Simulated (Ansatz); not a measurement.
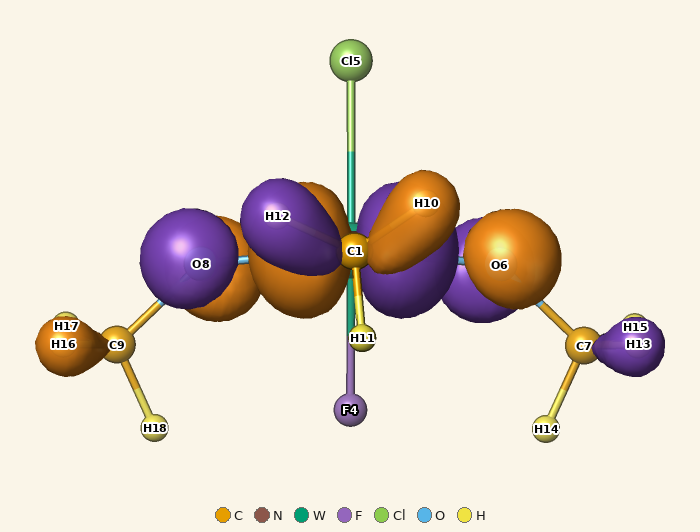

The picture shows: C3H9ClFNO2W (SMILES C[N]=[W]([F])([Cl])([O]C)[O]C). One frontier orbital at ±0.15 Å⁻³ᐟ² (orange and purple are the two phases), seen from one side.

Geometry: PBE0-D4/def2-TZVP; core potentials replace the inner electrons of W.

Method: Ansatz 0.2.0, RKS PBE0-D4/def2-TZVPP.

Input file:

```
crystal:
  periodic: [false, false, false]
  atoms:
    - {symbol: C, position_ang: [2.417013, -1.322520, -0.074262]}
    - {symbol: N, position_ang: [1.348253, -0.420946, 0.117008]}
    - {symbol: W, position_ang: [0.023388, 0.647035, 0.338385]}
    - {symbol: F, position_ang: [-1.361863, -0.378113, -0.521184]}
    - {symbol: Cl, position_ang: [0.967517, 2.433685, 1.477311]}
    - {symbol: O, position_ang: [-0.130208, 1.678843, -1.213037]}
    - {symbol: C, position_ang: [-0.578795, 1.574034, -2.530511]}
    - {symbol: O, position_ang: [-0.884370, 0.104618, 1.880046]}
    - {symbol: C, position_ang: [-1.784467, -0.869963, 2.313244]}
    - {symbol: H, position_ang: [3.248817, -0.829680, -0.586413]}
    - {symbol: H, position_ang: [2.085993, -2.166931, -0.687222]}
    - {symbol: H, position_ang: [2.774187, -1.709558, 0.884679]}
    - {symbol: H, position_ang: [0.251923, 1.302406, -3.189151]}
    - {symbol: H, position_ang: [-1.358699, 0.809145, -2.596896]}
    - {symbol: H, position_ang: [-0.986942, 2.536214, -2.849552]}
    - {symbol: H, position_ang: [-1.242437, -1.703995, 2.769421]}
    - {symbol: H, position_ang: [-2.458256, -0.434392, 3.055237]}
    - {symbol: H, position_ang: [-2.368852, -1.238482, 1.464497]}
basis:
  gaussian: {orbitals: def2-TZVPP}
hamiltonian: {xc: pbe0, dispersion: d4}
output: {orbitals: {seedname: orbitals}}
```

Command:

```sh
ansatz run in.yaml --threads 4 --pin off --events-out ev --progress --plain --max-ram 41984MiB --backend cuda --devices 0, --max-vram 37GiB
```

Question: Which orbital is it: HOMO or LUMO?

Answer: The HOMO, at −7.69 eV. Its weight (Hirshfeld) is mainly on N2 (about 35 %), O8 (about 15 %), O6 (about 15 %), W3 (about 10 %) and C1 (about 5 %).
